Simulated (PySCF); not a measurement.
Geometry relaxation of C$_{4}$H$_{9}$OPS (part 1 of 2)

C$_{4}$H$_{9}$OPS, computed with PBE0-D3(BJ)/def2-SVP geometry optimisation, gas phase (PySCF 2.14.0).

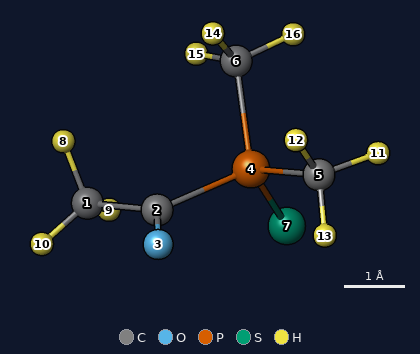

Fig. 1: The structure as given in the input (ball-and-stick view, seen at a tilt; atoms are numbered from 1 in the order of the input). Bond lengths as drawn: C–C 1.51 Å, C–H 1.06 to 1.12 Å, C–O 1.20 Å, C–P 1.85 to 1.87 Å and P–S 1.94 Å.

## Key numbers

```csv
quantity,value
outcome,converged
total energy,−971.715029 hartree
dipole moment,2.22 D
point group,C1
hardware,"1 CPU thread, shared host"
wall time,5.2 min
peak memory,0.62 GiB
```

## The input
```
{"job": {"xc": "PBE0", "basis": "def2-SVP", "d3": "d3bj", "grid": 1, "shake": 0.01, "kind": "geom"}, "charge": 0, "multiplicity": 1}
C      2.302220    -0.046740    -0.212110
C      1.000490    -0.752390    -0.485120
O      0.842190    -1.698620    -1.211740
P     -0.410780    -0.169420     0.567800
C     -1.864490    -1.068360    -0.179230
C     -0.725550     1.602840     0.141100
S     -0.115730    -0.514690     2.458050
H      2.279110     0.931280    -0.761850
H      2.349950     0.200680     0.869080
H      3.136840    -0.605200    -0.536400
H     -2.767550    -0.811580     0.405620
H     -1.977080    -0.795530    -1.210040
H     -1.699110    -2.120910    -0.089990
H     -0.820460     1.740250    -0.925280
H      0.095670     2.180490     0.541760
H     -1.644770     1.925520     0.639080
```

The first line tells a small driver script what to run in PySCF; the rest is the geometry in Å.

Launched with:
```bash
OMP_NUM_THREADS=1 python <driver script> task.json out
```

## The program's output
```
step   0  E = -971.70774481  max force = 0.037695
step   1  E = -971.71358543  max force = 0.007675
step   2  E = -971.71389502  max force = 0.002641
step   3  E = -971.71391908  max force = 0.002218
step   4  E = -971.71399989  max force = 0.001216
step   5  E = -971.71405325  max force = 0.001087
step   6  E = -971.71421379  max force = 0.003278
step   7  E = -971.71439260  max force = 0.004529
step   8  E = -971.71459892  max force = 0.003045
step   9  E = -971.71457112  max force = 0.003937
step  10  E = -971.71467490  max force = 0.000859
step  11  E = -971.71470344  max force = 0.000371
step  12  E = -971.71473668  max force = 0.000660
step  13  E = -971.71477908  max force = 0.000856
step  14  E = -971.71483848  max force = 0.001023
step  15  E = -971.71491125  max force = 0.000917
step  16  E = -971.71497890  max force = 0.000467
step  17  E = -971.71501774  max force = 0.000317
step  18  E = -971.71502866  max force = 0.000131
optimisation converged
```

## Trajectory as extended XYZ (Å, eV, eV/Å), 19 frames, from step=0 to step=18
```
16
Properties=species:S:1:pos:R:3:forces:R:3 step=0 energy=-26441.51454
C     2.3022   -0.0467   -0.2121   -1.4999   1.5183   0.3479
C     1.0005   -0.7524   -0.4851    0.6583  -0.1152   0.0641
O     0.8422   -1.6986   -1.2117    0.0687   0.0893  -0.0961
P    -0.4108   -0.1694    0.5678   -1.9384   0.0839  -0.2576
C    -1.8645   -1.0684   -0.1792    0.4147   1.1628   1.3083
C    -0.7256    1.6028    0.1411    0.0291  -0.8974   0.5037
S    -0.1157   -0.5147    2.4581    0.1861   0.0134   0.1498
H     2.2791    0.9313   -0.7619    0.0547  -0.4989   0.2550
H     2.3500    0.2007    0.8691    0.1018  -0.1631  -0.3059
H     3.1368   -0.6052   -0.5364    1.2550  -0.9289  -0.4819
H    -2.7675   -0.8116    0.4056    0.2331   0.0685  -0.1424
H    -1.9771   -0.7955   -1.2100   -0.1465   0.2322  -0.9519
H    -1.6991   -2.1209   -0.0900    0.2837  -1.0434   0.0547
H    -0.8205    1.7403   -0.9253   -0.0205   0.1070  -0.7427
H     0.0957    2.1805    0.5418    0.4792   0.4244   0.1623
H    -1.6448    1.9255    0.6391   -0.1592  -0.0529   0.1327
16
Properties=species:S:1:pos:R:3:forces:R:3 step=1 energy=-26441.67347
C     2.3050   -0.0930   -0.1049    0.3947  -0.2808  -0.1482
C     0.9900   -0.6952   -0.4914   -0.1076  -0.1128  -0.0160
O     0.8287   -1.5264   -1.3481    0.0521   0.0993   0.0323
P    -0.4975   -0.1600    0.5593    0.0707   0.0101  -0.1117
C    -1.8723   -1.0286   -0.2455    0.0502  -0.1616  -0.1124
C    -0.7121    1.6000    0.1396   -0.0744   0.0919  -0.0643
S    -0.2215   -0.5184    2.4565   -0.0092  -0.0085   0.0031
H     2.3750    0.9480   -0.4575   -0.0605   0.0151  -0.0410
H     2.3803   -0.0779    0.9874   -0.0066   0.0458   0.2053
H     3.1453   -0.6793   -0.5282   -0.3168   0.1803   0.0270
H    -2.8005   -0.7835    0.2873   -0.0245   0.0241   0.0237
H    -1.9548   -0.7530   -1.3114    0.0459  -0.0379   0.1573
H    -1.6885   -2.1140   -0.1626   -0.0086   0.1934  -0.0185
H    -0.7820    1.7494   -0.9514    0.0079  -0.0110   0.0878
H     0.1300    2.1765    0.5514   -0.0364  -0.0598  -0.0167
H    -1.6367    1.9529    0.6219    0.0231   0.0124  -0.0078
16
Properties=species:S:1:pos:R:3:forces:R:3 step=2 energy=-26441.68190
C     2.3124   -0.1074   -0.1000    0.1062  -0.0456   0.1358
C     0.9896   -0.6946   -0.4833    0.0540  -0.0178  -0.0178
O     0.8355   -1.5137   -1.3516   -0.0846   0.0004  -0.0124
P    -0.4980   -0.1526    0.5595    0.0224   0.0217  -0.0442
C    -1.8628   -1.0289   -0.2457   -0.0291  -0.0404  -0.0019
C    -0.7269    1.6071    0.1376   -0.0250   0.0092  -0.0166
S    -0.2304   -0.5102    2.4581    0.0121   0.0048   0.0005
H     2.3726    0.9353   -0.4520   -0.0219   0.0150  -0.0010
H     2.4048   -0.0962    0.9975   -0.0071   0.0245  -0.0349
H     3.1288   -0.6893   -0.5515   -0.0630   0.0318  -0.0196
H    -2.7952   -0.7844    0.2825    0.0075   0.0040  -0.0063
H    -1.9361   -0.7571   -1.3085    0.0102  -0.0053   0.0076
H    -1.6717   -2.1073   -0.1587   -0.0012   0.0141  -0.0021
H    -0.7948    1.7559   -0.9510    0.0041  -0.0019   0.0053
H     0.1126    2.1829    0.5507    0.0079  -0.0043   0.0001
H    -1.6521    1.9582    0.6188    0.0075  -0.0102   0.0074
16
Properties=species:S:1:pos:R:3:forces:R:3 step=3 energy=-26441.68255
C     2.3124   -0.1128   -0.0864   -0.0362  -0.0461   0.0166
C     0.9906   -0.6948   -0.4869   -0.1048   0.0833   0.0981
O     0.8146   -1.4993   -1.3645    0.1141   0.0107  -0.0289
P    -0.4931   -0.1491    0.5542   -0.0297   0.0164   0.0103
C    -1.8569   -1.0329   -0.2447   -0.0351   0.0331   0.0445
C    -0.7289    1.6093    0.1296   -0.0076  -0.0193   0.0081
S    -0.2196   -0.5021    2.4529    0.0061   0.0095   0.0220
H     2.3610    0.9361   -0.4240   -0.0040  -0.0024   0.0075
H     2.4072   -0.1150    1.0117   -0.0258  -0.0154  -0.0825
H     3.1214   -0.6805   -0.5580    0.1023  -0.0328  -0.0343
H    -2.7895   -0.7865    0.2823    0.0097  -0.0015  -0.0113
H    -1.9282   -0.7667   -1.3073   -0.0041   0.0067  -0.0478
H    -1.6625   -2.1082   -0.1528    0.0044  -0.0554   0.0091
H    -0.8012    1.7567   -0.9579   -0.0017   0.0028  -0.0255
H     0.1125    2.1844    0.5385    0.0145   0.0150   0.0051
H    -1.6515    1.9591    0.6159   -0.0020  -0.0045   0.0090
16
Properties=species:S:1:pos:R:3:forces:R:3 step=4 energy=-26441.68475
C     2.3187   -0.1200   -0.0838   -0.0625   0.0113   0.0047
C     0.9910   -0.6871   -0.4862    0.0126   0.0277   0.0189
O     0.8228   -1.4829   -1.3732    0.0021  -0.0035  -0.0241
P    -0.4954   -0.1449    0.5540   -0.0138  -0.0034   0.0124
C    -1.8581   -1.0348   -0.2428    0.0045   0.0223   0.0185
C    -0.7358    1.6120    0.1269    0.0008  -0.0135  -0.0031
S    -0.2190   -0.4925    2.4536    0.0006   0.0080   0.0092
H     2.3706    0.9330   -0.4080    0.0063   0.0016   0.0151
H     2.4151   -0.1359    1.0120    0.0002  -0.0085  -0.0098
H     3.1244   -0.6853   -0.5663    0.0505  -0.0245  -0.0180
H    -2.7913   -0.7882    0.2824    0.0007   0.0023  -0.0029
H    -1.9293   -0.7727   -1.3071   -0.0006   0.0014  -0.0240
H    -1.6620   -2.1102   -0.1467    0.0009  -0.0287   0.0087
H    -0.8102    1.7578   -0.9611   -0.0035   0.0022  -0.0111
H     0.1052    2.1901    0.5337    0.0036   0.0053   0.0004
H    -1.6583    1.9589    0.6152   -0.0023   0.0000   0.0053
16
Properties=species:S:1:pos:R:3:forces:R:3 step=5 energy=-26441.68620
C     2.3243   -0.1309   -0.0763   -0.0479   0.0254  -0.0200
C     0.9913   -0.6753   -0.4914    0.0559  -0.0061  -0.0291
O     0.8214   -1.4516   -1.3957   -0.0383   0.0045  -0.0108
P    -0.4950   -0.1385    0.5522    0.0004  -0.0123   0.0267
C    -1.8554   -1.0381   -0.2384    0.0181   0.0029  -0.0061
C    -0.7455    1.6154    0.1192    0.0057  -0.0057  -0.0092
S    -0.2124   -0.4769    2.4529   -0.0063   0.0077  -0.0026
H     2.3828    0.9311   -0.3686    0.0093   0.0008   0.0178
H     2.4209   -0.1784    1.0176    0.0123  -0.0081   0.0228
H     3.1265   -0.6874   -0.5775    0.0062  -0.0071   0.0032
H    -2.7890   -0.7896    0.2848   -0.0044   0.0019  -0.0002
H    -1.9268   -0.7841   -1.3054    0.0028  -0.0048   0.0009
H    -1.6564   -2.1130   -0.1338   -0.0064  -0.0018   0.0068
H    -0.8266    1.7571   -0.9692   -0.0037  -0.0004   0.0017
H     0.0950    2.1989    0.5197   -0.0027   0.0008  -0.0027
H    -1.6669    1.9588    0.6123   -0.0010   0.0025   0.0009
16
Properties=species:S:1:pos:R:3:forces:R:3 step=6 energy=-26441.69057
C     2.3455   -0.1841   -0.0437   -0.0070   0.0819  -0.0852
C     0.9938   -0.6164   -0.5200    0.1371  -0.0823  -0.1686
O     0.8066   -1.2856   -1.5040   -0.1133   0.0324   0.0441
P    -0.4897   -0.1086    0.5455    0.0370  -0.0423   0.0827
C    -1.8373   -1.0538   -0.2157    0.0448  -0.0445  -0.0636
C    -0.7894    1.6298    0.0838    0.0175   0.0141  -0.0218
S    -0.1817   -0.4040    2.4508   -0.0254   0.0078  -0.0435
H     2.4356    0.9084   -0.1688    0.0152  -0.0046   0.0267
H     2.4393   -0.3926    1.0292    0.0414  -0.0269   0.0961
H     3.1315   -0.6827   -0.6311   -0.0983   0.0246   0.0647
H    -2.7750   -0.7967    0.2950   -0.0169   0.0014   0.0037
H    -1.9059   -0.8407   -1.2933    0.0123  -0.0125   0.0568
H    -1.6269   -2.1237   -0.0692   -0.0242   0.0615   0.0029
H    -0.9011    1.7490   -1.0053   -0.0027  -0.0077   0.0302
H     0.0479    2.2399    0.4521   -0.0176  -0.0116  -0.0111
H    -1.7050    1.9593    0.5972    0.0002   0.0088  -0.0141
16
Properties=species:S:1:pos:R:3:forces:R:3 step=7 energy=-26441.69544
C     2.3641   -0.2542   -0.0080    0.0412   0.1428  -0.1023
C     1.0006   -0.5318   -0.5535    0.1414  -0.0818  -0.2329
O     0.7941   -1.0403   -1.6262   -0.1364   0.0176   0.0497
P    -0.4807   -0.0702    0.5420    0.0523  -0.0498   0.1070
C    -1.8052   -1.0735   -0.1880    0.0493  -0.0862  -0.0752
C    -0.8453    1.6444    0.0399    0.0206   0.0271  -0.0207
S    -0.1526   -0.3093    2.4523   -0.0243   0.0065  -0.0796
H     2.4942    0.8356    0.1053    0.0069  -0.0147   0.0303
H     2.4422   -0.6795    0.9996    0.0572  -0.0600   0.1199
H     3.1361   -0.6481   -0.6892   -0.1496   0.0191   0.1136
H    -2.7530   -0.8057    0.2979   -0.0240   0.0030   0.0004
H    -1.8597   -0.9145   -1.2763    0.0182  -0.0013   0.0822
H    -1.5835   -2.1328    0.0161   -0.0321   0.0938   0.0008
H    -0.9906    1.7284   -1.0487    0.0036  -0.0128   0.0446
H    -0.0172    2.2901    0.3667   -0.0236  -0.0159  -0.0137
H    -1.7553    1.9589    0.5724   -0.0008   0.0126  -0.0241
16
Properties=species:S:1:pos:R:3:forces:R:3 step=8 energy=-26441.70105
C     2.3668   -0.2823    0.0078    0.0553   0.0902  -0.0662
C     1.0053   -0.4899   -0.5708    0.0697  -0.0610  -0.1566
O     0.7895   -0.9196   -1.6755   -0.0832   0.0411   0.0524
P    -0.4745   -0.0547    0.5417    0.0333  -0.0179   0.0663
C    -1.7879   -1.0828   -0.1749    0.0338  -0.0730  -0.0436
C    -0.8679    1.6477    0.0184    0.0074   0.0212  -0.0061
S    -0.1396   -0.2665    2.4526   -0.0093  -0.0038  -0.0567
H     2.5111    0.7865    0.2387   -0.0057  -0.0127   0.0179
H     2.4322   -0.8095    0.9691    0.0352  -0.0442   0.0655
H     3.1386   -0.6195   -0.7013   -0.1069   0.0077   0.0816
H    -2.7426   -0.8079    0.2938   -0.0142   0.0050  -0.0061
H    -1.8292   -0.9486   -1.2663    0.0138  -0.0005   0.0560
H    -1.5658   -2.1350    0.0590   -0.0221   0.0654  -0.0004
H    -1.0253    1.7104   -1.0694    0.0074  -0.0109   0.0268
H    -0.0457    2.3102    0.3249   -0.0137  -0.0141  -0.0094
H    -1.7767    1.9590    0.5546   -0.0008   0.0074  -0.0216
16
Properties=species:S:1:pos:R:3:forces:R:3 step=9 energy=-26441.70030
C     2.3586   -0.2760    0.0143    0.0295  -0.0397  -0.1538
C     1.0045   -0.4893   -0.5809   -0.1866   0.0392   0.0833
O     0.7620   -0.9073   -1.6841    0.2024   0.0303   0.0219
P    -0.4683   -0.0584    0.5399   -0.0173  -0.0068   0.0619
C    -1.7830   -1.0859   -0.1740   -0.0128  -0.0053   0.0047
C    -0.8608    1.6439    0.0146   -0.0100   0.0069   0.0109
S    -0.1277   -0.2731    2.4482   -0.0082   0.0013   0.0003
H     2.4947    0.7909    0.2569   -0.0223  -0.0099  -0.0040
H     2.4231   -0.8131    0.9730   -0.0153  -0.0097  -0.0161
H     3.1335   -0.6046   -0.6894    0.0404  -0.0083   0.0034
H    -2.7383   -0.8084    0.2927   -0.0033   0.0025  -0.0100
H    -1.8219   -0.9526   -1.2639    0.0061   0.0002   0.0010
H    -1.5638   -2.1360    0.0624   -0.0044  -0.0008   0.0120
H    -1.0176    1.7017   -1.0726    0.0046  -0.0063  -0.0027
H    -0.0375    2.3056    0.3176    0.0010   0.0004  -0.0009
H    -1.7694    1.9601    0.5478   -0.0039   0.0061  -0.0120
16
Properties=species:S:1:pos:R:3:forces:R:3 step=10 energy=-26441.70312
C     2.3622   -0.2773    0.0108    0.0018  -0.0012  -0.0224
C     1.0042   -0.4867   -0.5758   -0.0442   0.0109   0.0140
O     0.7759   -0.9041   -1.6818    0.0409   0.0154  -0.0077
P    -0.4720   -0.0578    0.5431   -0.0011  -0.0066   0.0426
C    -1.7848   -1.0858   -0.1738   -0.0055  -0.0012   0.0062
C    -0.8638    1.6444    0.0163   -0.0070   0.0019   0.0098
S    -0.1364   -0.2729    2.4520    0.0002   0.0000  -0.0092
H     2.5011    0.7889    0.2542   -0.0091  -0.0028   0.0063
H     2.4308   -0.8163    0.9683   -0.0021  -0.0016  -0.0117
H     3.1327   -0.6066   -0.6971    0.0210  -0.0104  -0.0060
H    -2.7416   -0.8087    0.2904   -0.0008   0.0045  -0.0100
H    -1.8209   -0.9524   -1.2635    0.0058  -0.0007  -0.0089
H    -1.5659   -2.1357    0.0633   -0.0032  -0.0072   0.0122
H    -1.0175    1.7010   -1.0714    0.0049  -0.0045  -0.0051
H    -0.0415    2.3064    0.3210    0.0031   0.0009  -0.0008
H    -1.7741    1.9612    0.5463   -0.0048   0.0026  -0.0094
```
